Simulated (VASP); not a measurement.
Band structure of ZnSe (zinc blende). Computed with SCAN meta-GGA, VASP's PBE PAW potentials (set 64) (plane waves; VASP 6.6.1).

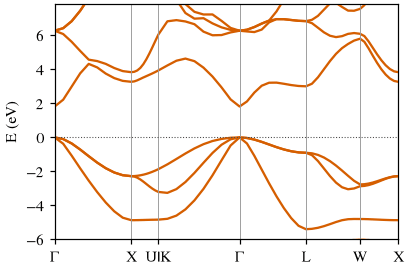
Figure: Bands along high-symmetry lines, zero at the valence-band maximum or, without a gap, the Fermi level

Q: Read the plot: is there a gap, and where are the band edges?

A: The gap is direct, 1.82 eV, from the valence maximum at Γ to the conduction minimum at Γ.

Measured: gap 2.87 eV (computed value off by -1.05 eV), as given by Wei Chen et al., Physical Review Materials (2018), doi:10.1103/physrevmaterials.2.073803 [zero-point renormalisation of 0.05 eV added back (the table's ZPR column)].

The compound is ZnSe in the zinc blende structure. It was relaxed first.
